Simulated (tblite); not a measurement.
# Geometry relaxation, with input and output: C₄H₆ClFGe (charge +1) (part 1 of 4)

- system: C₄H₆ClFGe, charge +1, multiplicity 2
- method: GFN2-xTB geometry optimisation, gas phase (tblite 0.8.0)

It belongs to a series of runs on one base structure; here: electron removed.

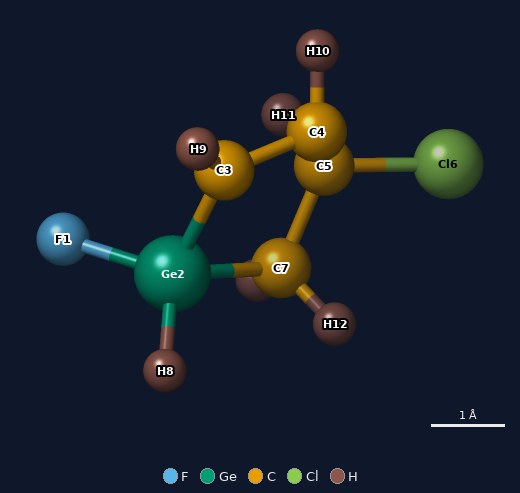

**Figure 1.** The input geometry (ball-and-stick view, seen at a tilt; atoms are numbered from 1 in the order of the input). Sticks mark near contacts. Bond lengths as drawn: C–C 1.50 to 1.55 Å, C–Cl 1.79 Å, C–Ge 1.88 to 1.93 Å, C–H 1.08 to 1.12 Å, F–Ge 1.77 Å and Ge–H 1.54 Å.

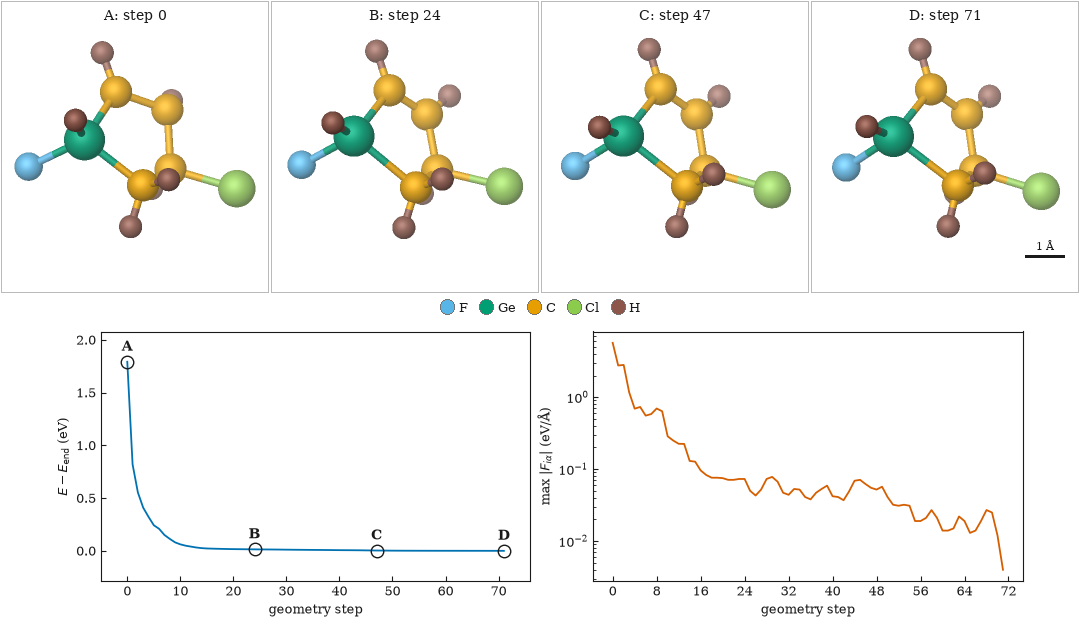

**Figure 2.** Frames of the relaxation (ball-and-stick view, seen at a tilt) above the curves, on which the letters mark them (steps are counted from 0).

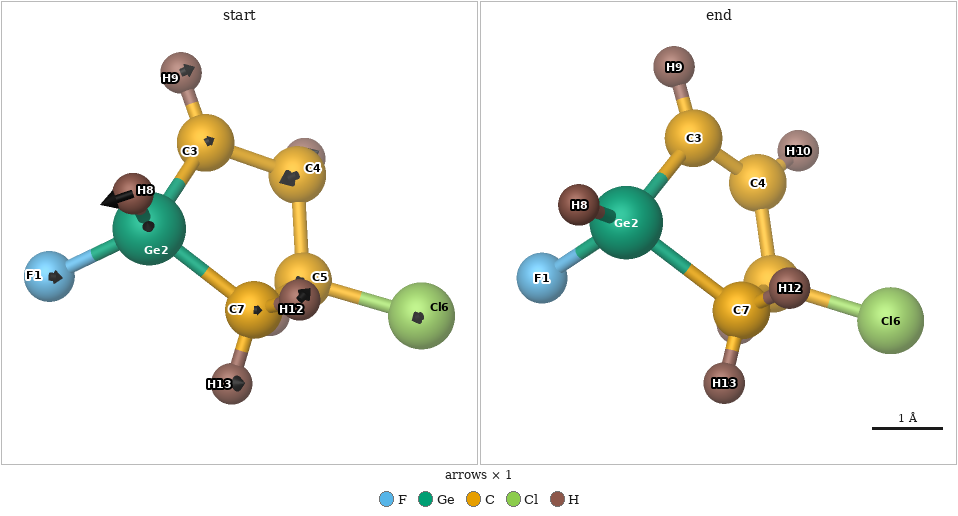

**Figure 3.** Before (left) and after (right) the relaxation, at one scale (ball-and-stick view, seen at a tilt). The black arrows give the displacements, at true length. H8 moves most after the best rigid fit: 0.51 Å. By element the largest moves are H 0.51 Å, C 0.33 Å, F 0.20 Å, Cl 0.19 Å, Ge 0.16 Å. Among the contacts that change: Ge2–C7 1.927 → 2.119 Å, C3–C4 1.498 → 1.318 Å, Ge2–C3 1.876 → 2.019 Å, C4–C5 1.554 → 1.499 Å. Among the angles that change: C3–Ge2–H8 114.7° → 132.1°, C3–C4–H10 110.6° → 122.6°, C7–Ge2–H8 113.8° → 125.5°. Over 71 geometry steps the energy falls by 1.792 eV. Largest force component: 5.7 eV/Å at the start, 0.004 eV/Å at the end. (Atoms are counted from 1 in the order of the input.)

The input that produced these results follows, with the program's output.

The input
```
{"job": {"kind": "relax", "xc": "GFN2-xTB", "basis": "xTB"}, "charge": 1, "multiplicity": 2}
F      2.516200     0.051000     1.186900
Ge     1.533300    -0.003400    -0.284500
C      0.363900     1.462000    -0.361000
C     -1.073800     1.069300    -0.213300
C     -1.128900    -0.348400     0.421600
Cl    -2.693900    -1.115300     0.026700
C      0.039800    -1.205200    -0.092400
H      2.359300    -0.236500    -1.567800
H      0.667300     2.460000    -0.656300
H     -1.609200     1.784300     0.453200
H     -1.050300    -0.255000     1.518200
H     -0.196400    -1.638900    -1.085800
H      0.268400    -2.023200     0.636700
```

The first line tells a small driver script what to run in tblite; the rest is the geometry in Å.

Run as:
```bash
OMP_NUM_THREADS=1 python <driver script> task.json out
```

Output
```
step      E/eV     max force
  0    -605.81850    6.654
  1    -606.79115    3.361
  2    -607.05798    3.173
  3    -607.20168    1.196
  4    -607.28839    0.758
  5    -607.36817    0.806
  6    -607.40224    0.643
  7    -607.46041    0.708
  8    -607.49718    0.855
  9    -607.53021    0.677
 10    -607.54939    0.354
 11    -607.56209    0.332
 12    -607.57075    0.277
 13    -607.57919    0.232
 14    -607.58508    0.168
 15    -607.58842    0.161
 16    -607.59012    0.112
 17    -607.59139    0.104
 18    -607.59265    0.096
 19    -607.59376    0.096
 20    -607.59455    0.091
 21    -607.59512    0.077
 22    -607.59567    0.081
 23    -607.59628    0.084
 24    -607.59692    0.074
 25    -607.59742    0.052
 26    -607.59778    0.057
 27    -607.59810    0.065
 28    -607.59853    0.075
 29    -607.59912    0.085
 30    -607.59977    0.071
 31    -607.60033    0.057
 32    -607.60079    0.056
 33    -607.60124    0.062
 34    -607.60170    0.067
 35    -607.60211    0.057
 36    -607.60246    0.044
 37    -607.60280    0.049
 38    -607.60326    0.060
 39    -607.60385    0.069
 40    -607.60437    0.058
 41    -607.60470    0.052
 42    -607.60496    0.046
 43    -607.60529    0.054
 44    -607.60581    0.075
 45    -607.60651    0.074
 46    -607.60722    0.065
 47    -607.60783    0.070
 48    -607.60833    0.065
 49    -607.60879    0.059
 50    -607.60917    0.042
 51    -607.60942    0.035
 52    -607.60960    0.032
 53    -607.60975    0.035
 54    -607.60989    0.032
 55    -607.60999    0.021
 56    -607.61006    0.020
 57    -607.61014    0.026
 58    -607.61023    0.029
 59    -607.61031    0.023
 60    -607.61036    0.016
 61    -607.61038    0.017
 62    -607.61041    0.020
 63    -607.61046    0.023
 64    -607.61051    0.021
 65    -607.61056    0.015
 66    -607.61060    0.015
 67    -607.61065    0.021
 68    -607.61071    0.029
 69    -607.61078    0.027
 70    -607.61082    0.015
 71    -607.61083    0.005
```

Trajectory as extended XYZ (Å, eV, eV/Å), 61 of the 72 frames kept, from step=0 to step=71
```
13
Properties=species:S:1:pos:R:3:forces:R:3 step=0 energy=-605.81850
F     2.5162    0.0510    1.1869   -0.3800   0.0020  -0.6100
Ge    1.5333   -0.0034   -0.2845    2.1760  -0.7050  -0.4430
C     0.3639    1.4620   -0.3610   -5.5130   0.6510  -0.1860
C    -1.0738    1.0693   -0.2133    5.6860   0.9570   3.3210
C    -1.1289   -0.3484    0.4216    0.0350   0.5320  -1.5460
Cl   -2.6939   -1.1153    0.0267    0.1210  -0.1990   0.2350
C     0.0398   -1.2052   -0.0924   -1.2140  -1.6810   0.6840
H     2.3593   -0.2365   -1.5678    0.1500   0.1070   0.4880
H     0.6673    2.4600   -0.6563   -0.3120  -0.0190   0.0000
H    -1.6092    1.7843    0.4532   -0.3060  -0.2080  -1.5930
H    -1.0503   -0.2550    1.5182   -0.2380   0.1560  -0.2340
H    -0.1964   -1.6389   -1.0858    0.1260   0.0760   0.5560
H     0.2684   -2.0232    0.6367   -0.3300   0.3290  -0.6730
13
Properties=species:S:1:pos:R:3:forces:R:3 step=1 energy=-606.79115
F     2.5108    0.0510    1.1782   -0.2320   0.0140  -0.4280
Ge    1.5644   -0.0135   -0.2908    0.9800  -0.3230  -0.4780
C     0.2851    1.4713   -0.3637   -1.4060   0.8040  -0.4300
C    -0.9926    1.0829   -0.1658    1.8770   0.4130   2.7570
C    -1.1284   -0.3408    0.3995    0.1340   0.1140   0.0150
Cl   -2.6922   -1.1182    0.0300    0.1750  -0.0590   0.0620
C     0.0225   -1.2292   -0.0826   -0.7590  -0.2780   0.0580
H     2.3614   -0.2350   -1.5608    0.4340   0.1090   0.2290
H     0.6628    2.4598   -0.6563   -0.4090  -0.4060   0.0620
H    -1.6135    1.7813    0.4304   -0.3210  -0.1550  -1.3270
H    -1.0538   -0.2528    1.5148   -0.2920   0.1150  -0.6330
H    -0.1946   -1.6378   -1.0778    0.1220  -0.0850   0.2230
H     0.2637   -2.0185    0.6271   -0.3030  -0.2640  -0.1100
13
Properties=species:S:1:pos:R:3:forces:R:3 step=2 energy=-607.05798
F     2.5045    0.0513    1.1668   -0.0550   0.0310  -0.2580
Ge    1.5923   -0.0227   -0.3030   -0.0870  -0.1430  -0.2550
C     0.2396    1.4915   -0.3742    2.8030   1.0050  -0.9140
C    -0.9357    1.0948   -0.0938   -2.1070  -0.8450   2.2170
C    -1.1252   -0.3369    0.3963    0.0970  -0.0450   0.4360
Cl   -2.6879   -1.1200    0.0320    0.1640   0.0880  -0.0440
C     0.0020   -1.2396   -0.0797   -0.0560   0.1880  -0.0090
H     2.3719   -0.2322   -1.5543    0.7030   0.0490  -0.1250
H     0.6526    2.4503   -0.6548   -0.2550   0.0370  -0.0350
H    -1.6217    1.7772    0.3957   -0.6440   0.1670  -0.7400
H    -1.0611   -0.2497    1.4995   -0.2380   0.0050  -0.2360
H    -0.1915   -1.6396   -1.0714   -0.0080  -0.1850  -0.0650
H     0.2559   -2.0239    0.6230   -0.3160  -0.3520   0.0290
13
Properties=species:S:1:pos:R:3:forces:R:3 step=4 energy=-607.28839
F     2.4995    0.0522    1.1515    0.0180  -0.0040  -0.1510
Ge    1.6033   -0.0309   -0.3186   -0.3680   0.1110  -0.2630
C     0.2598    1.5054   -0.3948    0.0380  -0.6920   0.3080
C    -0.9235    1.0861    0.0043    0.5360   0.4810   0.0110
C    -1.1199   -0.3363    0.4064    0.0660  -0.1380   0.3390
Cl   -2.6811   -1.1186    0.0316    0.0410   0.0800  -0.0930
C    -0.0101   -1.2420   -0.0772    0.2360  -0.0090  -0.0120
H     2.4038   -0.2297   -1.5558    0.6780  -0.0120  -0.1370
H     0.6430    2.4624   -0.6600   -0.1100   0.4480  -0.1630
H    -1.6550    1.7864    0.3548   -0.6110   0.2610  -0.2660
H    -1.0735   -0.2497    1.4892   -0.1650  -0.2160   0.5170
H    -0.1907   -1.6468   -1.0699   -0.0780  -0.1060  -0.0670
H     0.2400   -2.0381    0.6207   -0.2810  -0.2040  -0.0220
13
Properties=species:S:1:pos:R:3:forces:R:3 step=5 energy=-607.36817
F     2.4973    0.0526    1.1385   -0.0190  -0.0180  -0.1790
Ge    1.5980   -0.0320   -0.3353   -0.0370   0.0750  -0.3280
C     0.2729    1.4926   -0.3968   -0.0630   0.1210   0.3560
C    -0.9014    1.0964    0.0582    0.0330   0.6050  -0.4860
C    -1.1149   -0.3402    0.4224    0.0720   0.1120   0.1990
Cl   -2.6762   -1.1154    0.0285    0.0660   0.1290  -0.1040
C    -0.0093   -1.2439   -0.0762    0.1250  -0.1930   0.0010
H     2.4422   -0.2286   -1.5607    0.4750   0.0010   0.0450
H     0.6340    2.4821   -0.6676   -0.2730  -0.2510   0.0230
H    -1.6917    1.7991    0.3242    0.0130  -0.1440  -0.2270
H    -1.0853   -0.2564    1.4997   -0.1010  -0.3250   0.7310
H    -0.1926   -1.6540   -1.0712   -0.0950  -0.0050   0.0430
H     0.2227   -2.0520    0.6186   -0.1960  -0.1070  -0.0740
13
Properties=species:S:1:pos:R:3:forces:R:3 step=6 energy=-607.40224
F     2.4962    0.0525    1.1310   -0.0480  -0.0240  -0.2110
Ge    1.5948   -0.0311   -0.3463    0.1430   0.0390  -0.3050
C     0.2788    1.4889   -0.3918   -0.0390   0.4290   0.2640
C    -0.8953    1.1078    0.0693   -0.2000   0.2530  -0.4530
C    -1.1118   -0.3395    0.4320    0.0940   0.2430   0.2280
Cl   -2.6733   -1.1120    0.0256    0.1150   0.1550  -0.0990
C    -0.0069   -1.2465   -0.0761   -0.0370  -0.1450   0.0460
H     2.4637   -0.2283   -1.5621    0.3770   0.0110   0.1150
H     0.6272    2.4866   -0.6704   -0.2540  -0.3940   0.0670
H    -1.7051    1.8020    0.3102    0.1560  -0.1850  -0.1960
H    -1.0912   -0.2640    1.5147   -0.0650  -0.3200   0.5540
H    -0.1949   -1.6567   -1.0712   -0.1030   0.0250   0.0650
H     0.2135   -2.0592    0.6171   -0.1370  -0.0850  -0.0750
13
Properties=species:S:1:pos:R:3:forces:R:3 step=7 energy=-607.46041
F     2.4931    0.0516    1.1120   -0.0740  -0.0380  -0.2460
Ge    1.5928   -0.0286   -0.3730    0.3410   0.0210  -0.1940
C     0.2873    1.4907   -0.3765   -0.0040   0.5820   0.0540
C    -0.8884    1.1290    0.0797   -0.5330  -0.4090  -0.2230
C    -1.1034   -0.3312    0.4566    0.1000   0.3000   0.2900
Cl   -2.6647   -1.1019    0.0180    0.2170   0.1840  -0.0910
C    -0.0049   -1.2527   -0.0746   -0.3440   0.0320   0.1350
H     2.5120   -0.2274   -1.5617    0.2220   0.0140   0.1830
H     0.6101    2.4880   -0.6745   -0.1060  -0.3140   0.0810
H    -1.7271    1.8045    0.2810    0.3100  -0.1790  -0.1440
H    -1.1032   -0.2854    1.5522    0.0250  -0.2400   0.1210
H    -0.2018   -1.6613   -1.0700   -0.1370   0.0870   0.0880
H     0.1938   -2.0748    0.6131   -0.0180  -0.0420  -0.0530
13
Properties=species:S:1:pos:R:3:forces:R:3 step=8 energy=-607.49718
F     2.4898    0.0502    1.0944   -0.0540  -0.0480  -0.2220
Ge    1.5965   -0.0260   -0.3949    0.2930   0.0730  -0.0870
C     0.2896    1.4980   -0.3633   -0.0290   0.3440  -0.0650
C    -0.8894    1.1377    0.0805   -0.4960  -0.6960  -0.0320
C    -1.0959   -0.3208    0.4791    0.0470   0.1950   0.2550
Cl   -2.6549   -1.0915    0.0110    0.2530   0.1660  -0.0900
C    -0.0093   -1.2561   -0.0711   -0.4460   0.1280   0.1710
H     2.5498   -0.2266   -1.5585    0.1530  -0.0020   0.1750
H     0.5971    2.4858   -0.6766    0.0220  -0.0630   0.0500
H    -1.7374    1.8037    0.2587    0.2830  -0.1110  -0.1100
H    -1.1110   -0.3046    1.5811    0.0970  -0.1360  -0.1160
H    -0.2092   -1.6628   -1.0677   -0.1760   0.1430   0.1010
H     0.1798   -2.0864    0.6095    0.0520   0.0060  -0.0300
13
Properties=species:S:1:pos:R:3:forces:R:3 step=9 energy=-607.53021
F     2.4858    0.0479    1.0733    0.0040  -0.0570  -0.1420
Ge    1.6045   -0.0213   -0.4178    0.0900   0.1530   0.0180
C     0.2877    1.5077   -0.3504   -0.1040  -0.0660  -0.1340
C    -0.8953    1.1357    0.0795   -0.2030  -0.6370   0.1040
C    -1.0881   -0.3082    0.5051   -0.0340  -0.0420   0.1180
Cl   -2.6406   -1.0785    0.0023    0.2090   0.1060  -0.0890
C    -0.0215   -1.2576   -0.0645   -0.3690   0.1490   0.1620
H     2.5901   -0.2261   -1.5522    0.1150  -0.0290   0.1320
H     0.5852    2.4842   -0.6780    0.0950   0.2040   0.0110
H    -1.7426    1.8009    0.2348    0.1720  -0.0370  -0.0730
H    -1.1165   -0.3259    1.6082    0.1540  -0.0100  -0.2170
H    -0.2201   -1.6613   -1.0634   -0.2260   0.2050   0.1070
H     0.1671   -2.0972    0.6053    0.0970   0.0620   0.0020
13
Properties=species:S:1:pos:R:3:forces:R:3 step=11 energy=-607.56209
F     2.4842    0.0432    1.0524    0.0900  -0.0530   0.0060
Ge    1.6128   -0.0094   -0.4336   -0.1570   0.1510   0.0190
C     0.2776    1.5111   -0.3477   -0.1000  -0.2460  -0.1630
C    -0.9038    1.1127    0.0805    0.2150   0.0640   0.0250
C    -1.0853   -0.3043    0.5266   -0.0830  -0.2050  -0.0490
Cl   -2.6221   -1.0651   -0.0088   -0.0430  -0.0470  -0.1010
C    -0.0450   -1.2545   -0.0525    0.0530  -0.0250   0.0190
H     2.6244   -0.2276   -1.5406    0.0950  -0.0560   0.0830
H     0.5789    2.4896   -0.6770   -0.0330   0.1050   0.0610
H    -1.7364    1.7950    0.2141    0.0050  -0.0230  -0.0190
H    -1.1123   -0.3414    1.6209    0.1210   0.0560   0.0140
H    -0.2404   -1.6484   -1.0543   -0.2500   0.2110   0.0580
H     0.1631   -2.1006    0.6023    0.0890   0.0700   0.0460
13
Properties=species:S:1:pos:R:3:forces:R:3 step=12 energy=-607.57075
F     2.4861    0.0407    1.0483    0.0880  -0.0440   0.0290
Ge    1.6118   -0.0030   -0.4351   -0.1200   0.0800  -0.0210
C     0.2738    1.5077   -0.3532   -0.0210  -0.1210  -0.1600
C    -0.9037    1.1049    0.0822    0.1760   0.2140  -0.0150
C    -1.0872   -0.3088    0.5292   -0.0480  -0.0870  -0.0550
Cl   -2.6187   -1.0633   -0.0135   -0.1230  -0.0930  -0.0990
C    -0.0508   -1.2535   -0.0488    0.1700  -0.0700  -0.0290
H     2.6318   -0.2294   -1.5354    0.0670  -0.0550   0.0910
H     0.5777    2.4929   -0.6747   -0.1000  -0.0260   0.0900
H    -1.7325    1.7925    0.2101   -0.0250  -0.0340   0.0000
H    -1.1072   -0.3423    1.6208    0.0760   0.0390   0.1110
H    -0.2514   -1.6394   -1.0504   -0.2250   0.1610   0.0050
H     0.1658   -2.0985    0.6029    0.0850   0.0350   0.0530
```
